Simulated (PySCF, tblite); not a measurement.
**C3H2ClF2O radical: geometry, infrared bands and EPR parameters**

What infrared bands and EPR parameters should C3H2ClF2O radical (`FC1(F)O[CH][C@@H]1Cl`) show?

Computed with tblite 0.8.0 and PySCF 2.14.0, with density-fitted response routines of our own, on a single molecule in the gas phase. Atoms are numbered from 0 throughout.

## (1) Starting geometry

9 atoms, charge 0, multiplicity 2; geometry from: force field or distance geometry start.

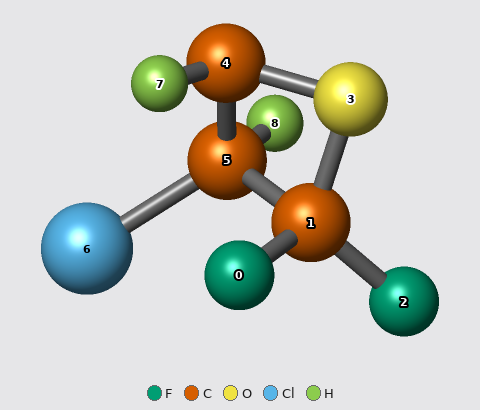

As it starts; fluorine teal, carbon orange, oxygen yellow, chlorine blue, hydrogen green, atoms numbered.

## (2) Optimising the geometry with GFN2-xTB

The job: settings as JSON, then the geometry in Å.

```
{"job": {"kind": "relax", "xc": "GFN2-xTB", "basis": "xTB"}, "charge": 0, "multiplicity": 2}
F     -0.383300    -1.525300    -0.571600
C     -0.489500    -0.545400     0.391200
F     -0.686500    -1.013100     1.682900
O     -1.352500     0.480100    -0.020300
C     -0.301400     0.892700    -0.839200
C      0.621300     0.470700     0.258300
Cl     2.137900    -0.299700    -0.204700
H     -0.212300     0.303400    -1.763000
H      0.679900     1.242600     1.041400
```

Launch:

```bash
> OMP_NUM_THREADS=1 python probes_run.py task.json out
```

This one command runs all jobs of the session in turn.

Output:

```text
step      E/eV     max force
  0    -690.69685    2.580
  1    -690.97137    1.656
  2    -691.18299    0.944
  3    -691.24812    0.742
  4    -691.33053    0.709
  5    -691.38810    0.801
  6    -691.46455    0.808
  7    -691.53142    0.802
  8    -691.58818    0.634
  9    -691.63630    0.614
 10    -691.67517    0.564
 11    -691.71249    0.633
 12    -691.75850    0.556
 13    -691.80196    0.610
 14    -691.83685    0.431
 15    -691.85300    0.555
 16    -691.83365    1.636
 17    -691.87403    0.497
 18    -691.88307    0.336
 19    -691.89896    0.221
 20    -691.90431    0.253
 21    -691.91256    0.280
 22    -691.92101    0.330
 23    -691.92984    0.306
 24    -691.93512    0.225
 25    -691.93811    0.168
 26    -691.94028    0.166
 27    -691.94273    0.138
 28    -691.94526    0.094
 29    -691.94602    0.058
 30    -691.94627    0.043
 31    -691.94644    0.034
 32    -691.94662    0.033
 33    -691.94677    0.031
 34    -691.94684    0.020
 35    -691.94688    0.015
 36    -691.94690    0.016
 37    -691.94692    0.014
 38    -691.94694    0.012
 39    -691.94695    0.012
 40    -691.94695    0.010
 41    -691.94696    0.009
```

Wall time 0.22 s (1 thread of Arm Neoverse V1, shared host).

Along the way: (not every step is listed) (the energy doesn't fall at every step)

| step | energy from step 0 (eV) | largest force (eV/Å) |
| --- | --- | --- |
| 0 | 0.0000 | 2.5798 |
| 1 | -0.2745 | 1.6564 |
| 2 | -0.4861 | 0.9436 |
| 3 | -0.5513 | 0.7420 |
| 4 | -0.6337 | 0.7092 |
| 5 | -0.6912 | 0.8014 |
| 6 | -0.7677 | 0.8077 |
| 7 | -0.8346 | 0.8023 |
| 8 | -0.8913 | 0.6344 |
| 10 | -0.9783 | 0.5638 |
| 12 | -1.0616 | 0.5561 |
| 14 | -1.1400 | 0.4312 |
| 16 | -1.1368 | 1.6362 |
| 18 | -1.1862 | 0.3361 |
| 20 | -1.2075 | 0.2525 |
| 22 | -1.2242 | 0.3303 |
| 24 | -1.2383 | 0.2253 |
| 26 | -1.2434 | 0.1658 |
| 28 | -1.2484 | 0.0938 |
| 30 | -1.2494 | 0.0426 |
| 32 | -1.2498 | 0.0326 |
| 34 | -1.2500 | 0.0204 |
| 36 | -1.2500 | 0.0158 |
| 37 | -1.2501 | 0.0137 |
| 38 | -1.2501 | 0.0116 |
| 39 | -1.2501 | 0.0117 |
| 40 | -1.2501 | 0.0104 |
| 41 | -1.2501 | 0.0087 |

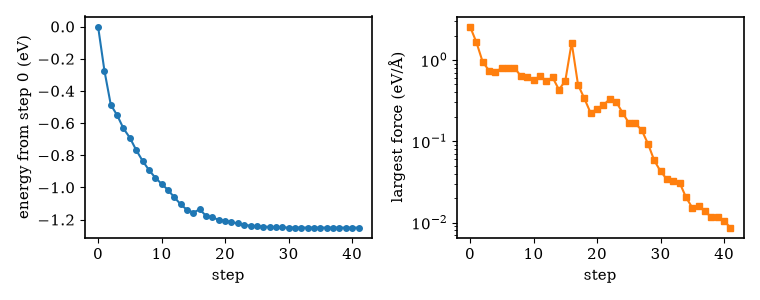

Energy and force, step by step.

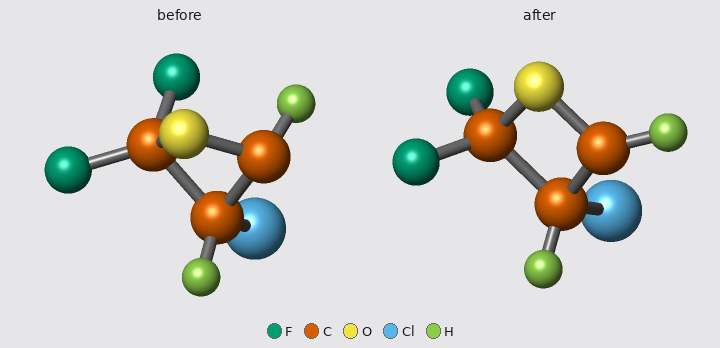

The geometry before (left) and after (right).

Distances of close pairs at the start and the end, largest changes first:

| bond | before (Å) | after (Å) | change (Å) |
| --- | --- | --- | --- |
| C1–F2 | 1.388 | 1.341 | -0.047 |
| F0–C1 | 1.378 | 1.332 | -0.046 |
| C5–Cl6 | 1.763 | 1.805 | +0.042 |
| C1–C5 | 1.511 | 1.545 | +0.034 |
| C4–H7 | 1.099 | 1.069 | -0.030 |
| C4–C5 | 1.495 | 1.476 | -0.019 |
| C5–H8 | 1.101 | 1.089 | -0.012 |
| C1–O3 | 1.402 | 1.395 | -0.007 |

The next job starts from the end point, and lists it.

## (3) Vibrational analysis with GFN2-xTB

The job: settings as JSON, then the geometry in Å.

```
{"job": {"kind": "ir", "xc": "GFN2-xTB", "basis": "xTB"}, "charge": 0, "multiplicity": 2}
F     -0.199220    -1.943576     0.237812
C     -0.487572    -0.659437     0.444754
F     -1.069456    -0.592817     1.651126
O     -1.286022    -0.119984    -0.563987
C     -0.346317     0.879966    -0.801053
C      0.628403     0.377674     0.186664
Cl     2.157480    -0.326030    -0.464594
H     -0.287620     1.379032    -1.744963
H      0.903886     1.011164     1.029061
```

Output:

```text
mode    cm-1     km/mol
  1      99.9      1.44
  2     150.9      1.50
  3     254.5     10.70
  4     300.2      4.47
  5     429.1     30.30
  6     446.2     21.67
  7     497.6     44.05
  8     529.7     13.97
  9     687.8      1.21
 10     708.7      3.77
 11     920.2      9.98
 12     986.7     28.12
 13    1032.8     95.37
 14    1050.5    125.70
 15    1100.5    114.83
 16    1133.6     54.15
 17    1168.7    118.12
 18    1232.1    149.86
 19    1241.4     77.59
 20    2965.6      0.48
 21    3172.6      3.52
```

Run time: 0.22 s. Hardware: 1 thread of Arm Neoverse V1, shared host.

Which atoms move in the most intense modes:

| cm⁻¹ | km/mol | atoms |
| --- | --- | --- |
| 498 | 44.0 | C4 39 %, H7 37 % |
| 1033 | 95.4 | C1 30 %, H8 29 %, O3 11 %, H7 11 % |
| 1050 | 125.7 | C1 35 %, O3 34 %, H7 17 % |
| 1100 | 114.8 | H8 45 %, C1 33 % |
| 1134 | 54.1 | H8 48 %, C1 18 %, C5 15 % |
| 1169 | 118.1 | H8 29 %, C5 28 %, C1 17 %, C4 16 % |
| 1232 | 149.9 | C1 59 %, C4 14 %, C5 11 % |
| 1241 | 77.6 | C4 50 %, O3 27 % |

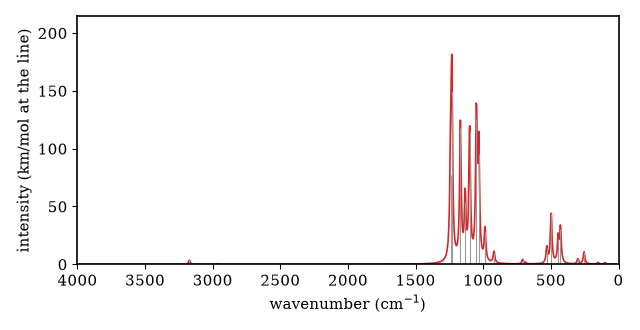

The infrared spectrum from these modes, unscaled. Lines are broadened to a width of 14 cm⁻¹ (Lorentzian).

## (4) g tensor and hyperfine couplings: B3LYP/pcH-1

The job, as its differences from that of step 3:

```diff
@@ -1,2 +1,2 @@
-{"job": {"kind": "ir", "xc": "GFN2-xTB", "basis": "xTB"}, "charge": 0, "multiplicity": 2}
+{"job": {"kind": "epr", "basis": "pcH-1"}, "charge": 0, "multiplicity": 2}
 F     -0.199220    -1.943576     0.237812
```

With the program's defaults for keys left out, this is: UKS B3LYP, pcH-1 on C Cl F H O, non-relativistic, mean-field spin-orbit, GIAO.

Output:

```text
UKS, coarse grid
  cycle   1  E = -850.40290741  |g| = 6.81e-01
  cycle   2  E = -850.13129339  |g| = 1.15e+00
  cycle   3  E = -850.55644436  |g| = 7.62e-02
  cycle   4  E = -850.55736880  |g| = 6.34e-02
  cycle   5  E = -850.55884230  |g| = 1.18e-02
  cycle   6  E = -850.55888881  |g| = 5.13e-03
  cycle   7  E = -850.55890076  |g| = 1.54e-03
  cycle   8  E = -850.55890214  |g| = 7.61e-04
UKS, final grid
  cycle   1  E = -850.55894087  |g| = 9.67e-04
  cycle   2  E = -850.55894040  |g| = 1.42e-03
  cycle   3  E = -850.55894129  |g| = 1.17e-04
  cycle   4  E = -850.55894130  |g| = 4.54e-05
  cycle   5  E = -850.55894130  |g| = 2.62e-05
E = -850.55894130 Eh   <S^2> = 0.7541 (exact 0.7500)
g shifts (ppm)      1          2          3
  rmc          -211       -211       -211
  gc             16          8         27
  oz_so        -538        357       3183
  total        -733        155       3000
hyperfine (MHz)  atom isotope    a_iso     a_fc   dipolar eigenvalues
    0   19F      25.65      25.66     -7.96     -7.18     15.14
    1   13C       4.55       4.56     -1.80     -1.35      3.16
    2   19F     -11.18     -11.14     -3.79     -0.06      3.85
    3   17O     -25.71     -25.74    -68.60     32.89     35.71
    4   13C     149.28     149.22    -76.53    -75.40    151.93
    5   13C       3.37       3.39     -3.16     -0.26      3.42
    6  35Cl      26.42      26.05    -14.95    -13.47     28.42
    7    1H     -38.76     -38.80    -34.72     -2.47     37.19
    8    1H      50.88      50.89     -5.83     -2.90      8.73
```

Run time: 39 s. Hardware: 1 thread of Arm Neoverse V1, shared host; peak memory 0.72 GiB.

Principal g values 2.00159, 2.00247, 2.00532; g(iso) = 2.00313, against 2.00232 for a free electron.

Hyperfine couplings, nucleus by nucleus at this fixed geometry (no averaging over rotations):

| nuclei | isotope | a(iso) (MHz) | a(iso) (G, at g = 2.0023) | largest dipolar term (MHz) |
| --- | --- | --- | --- | --- |
| C4 | 13C | 149.3 | 53.3 | 151.9 |
| H8 | 1H | 50.9 | 18.2 | 8.7 |
| H7 | 1H | -38.8 | -13.8 | 37.2 |
| Cl6 | 35Cl | 26.4 | 9.4 | 28.4 |
| O3 | 17O | -25.7 | -9.2 | -68.6 |
| F0 | 19F | 25.6 | 9.2 | 15.1 |
| F2 | 19F | -11.2 | -4.0 | 3.9 |
| C1 | 13C | 4.6 | 1.6 | 3.2 |
| C5 | 13C | 3.4 | 1.2 | 3.4 |

Mulliken spin populations:

| atom | value (e) |
| --- | --- |
| F0 | 0.00 |
| C1 | -0.01 |
| F2 | 0.00 |
| O3 | 0.13 |
| C4 | 0.85 |
| C5 | -0.04 |
| Cl6 | 0.06 |
| H7 | -0.03 |
| H8 | 0.02 |

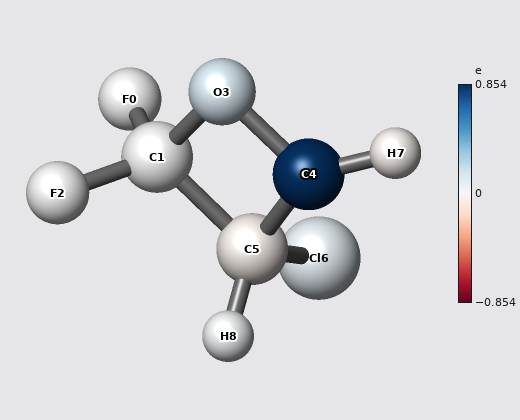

Mulliken spin populations, as colours on the atoms.

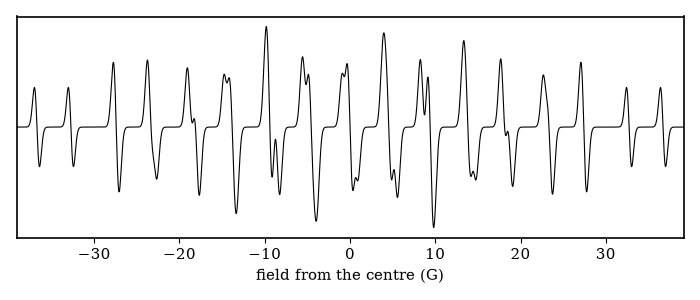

First-order isotropic spectrum (first derivative, main isotopes with spin only, couplings over 0.8 MHz, Gaussian width 0.3 G; couplings of the frozen geometry, rotation of groups not averaged beyond the rows shown).

Orbitals, density, ELF and potential are computed afterwards from the orbital file.

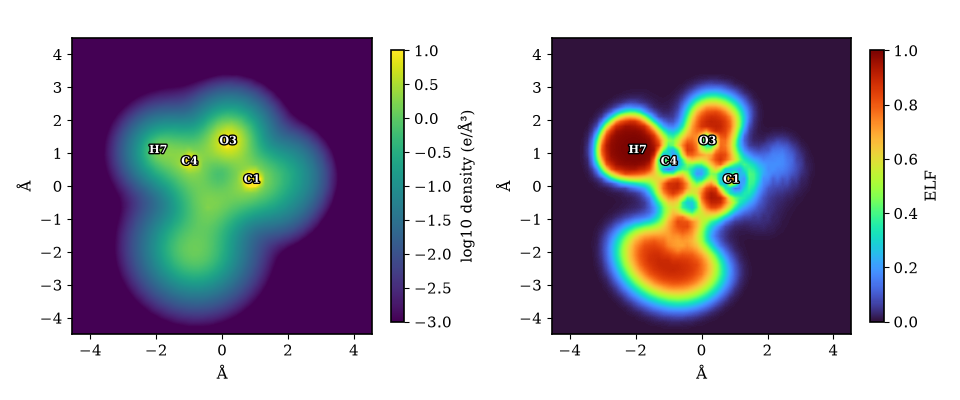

Density (left) and ELF (right) in a plane through or near 4 of the atoms.

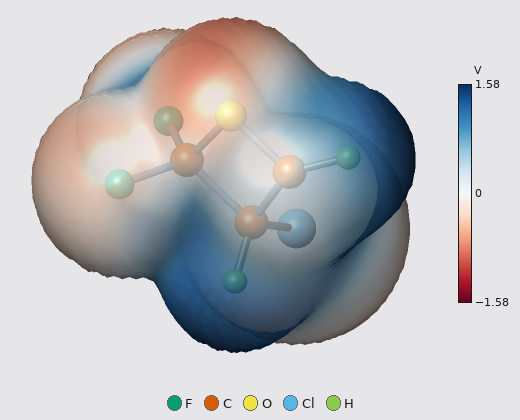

Electrostatic potential on the surface of density 0.002 e/bohr³; red is low, blue high. It runs from -0.78 V near O3 to 1.58 V near H7.

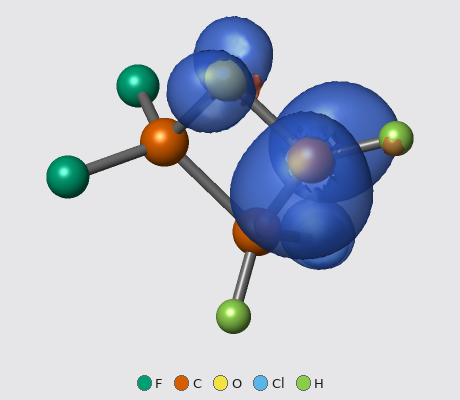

Spin density at ±0.04 e/Å³ (alpha excess blue, beta excess red).

## (5) Results

| quantity | value |
| --- | --- |
| strongest single infrared mode (GFN2-xTB) | 1232 cm⁻¹, 150 km/mol |
| zero-point energy (GFN2-xTB) | 28.7 kcal/mol |
| g(iso) (B3LYP) | 2.00313 |
| ⟨S²⟩ | 0.754 (exact 0.75) |
| largest a(iso) | 13C on C4, 149.3 MHz |
| surface potential, least and greatest | -0.78 V and 1.58 V |

**Reading.** Over 41 steps the energy fell by 1.250 eV; of the close pairs, C1–F2 changed most, 1.388 to 1.341 Å. All 21 modes are real, so the xTB geometry is a minimum. The strongest single mode, at 1232 cm⁻¹, moves mainly C1. Unscaled tight-binding wavenumbers are off by several per cent, some by more. Its intensities can rank the bands wrongly. C4 carries the largest spin population, 0.85 e. The isotropic g lies 0.8 ppt above the free-electron value.
